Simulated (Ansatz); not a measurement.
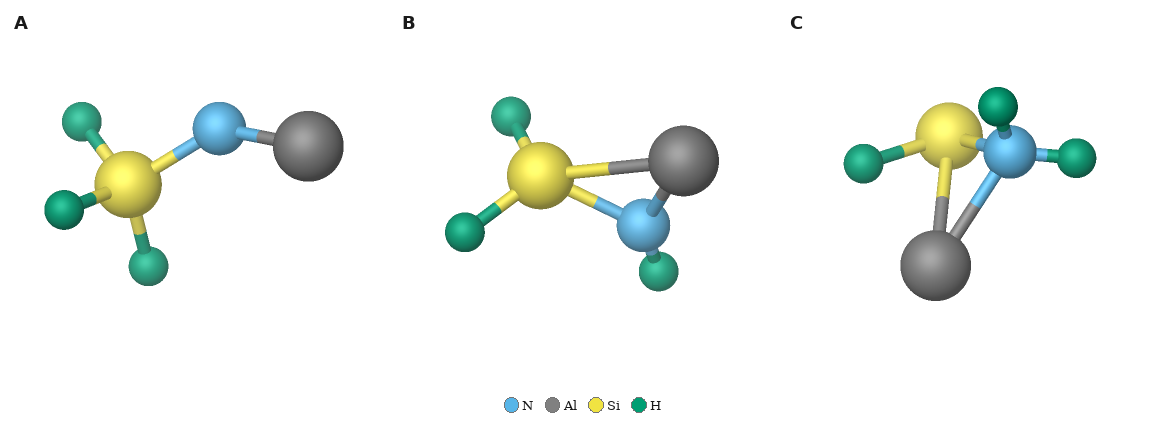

3 stationary structures of one formula. State: neutral, doublet. Geometries: PBE0-D4/def2-TZVP. Electronic energies: UHF-CCSD(T) (frozen core)/def2-TZVPP (Ansatz 0.2.0), without zero-point energy. No frequency run is at hand to confirm each as a minimum.

Question: Which is lowest in energy, and by how much?

Answer: B is lowest (Cs); C lies 0.361 eV above it (C1), A lies 0.618 eV above it (Cs).

The determinant isn't a pure spin state (⟨S²⟩ up to 0.97).
